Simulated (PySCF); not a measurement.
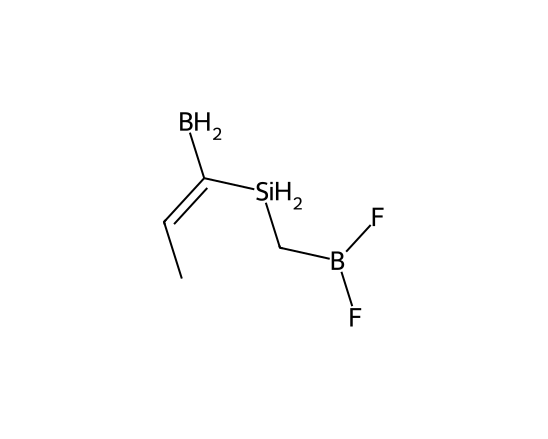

The geometry was computed by an optimisation with GFN2-xTB. No frequency run is at hand to confirm it as a minimum. Level of theory: PBE0/pcSseg-1, gas phase (PySCF 2.14.0).

Predict the main results.

The species is C₄H₁₀B₂F₂Si (`B/C(=C/C)[SiH2]CB(F)F`).
- dipole moment: 3.51 D
- HOMO energy (Kohn–Sham orbital): −8.13 eV
- LUMO energy (Kohn–Sham orbital): −2.11 eV
- HOMO–LUMO gap: 6.02 eV

The geometry is semi-empirical. Around B, Si such bond lengths and angles can be off by a tenth of an ångström or more and by several degrees, and values that hang on the shape move with them.
